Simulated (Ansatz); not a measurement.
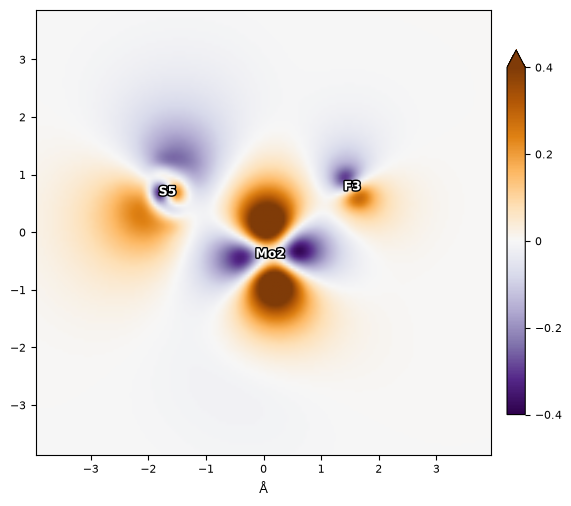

*FHMoOS₂. The LUMO on the plane of atoms F3, Mo2 and S5 (values in Å⁻³ᐟ²; the overall sign is arbitrary).*

Geometry: PBE0-D4/def2-TZVP; core potentials replace the inner electrons of Mo.

All numbers below come from RKS PBE0-D4/def2-TZVPP in Ansatz.

```xyz
6

O    -1.1371    0.4251    0.8507
Mo    0.2389   -0.2926   -0.1585
F     1.4113   -1.2455    0.8865
S    -0.6007   -1.5516   -1.6048
S     1.2681    1.2485   -1.1311
H    -1.1384    1.3520    1.1110
```

Question: Describe this orbital and give its energy.

Answer: By Hirshfeld shares it lies mainly on Mo2 (about 50 %), S5 (about 25 %) and S4 (about 20 %). Its energy is −3.38 eV.
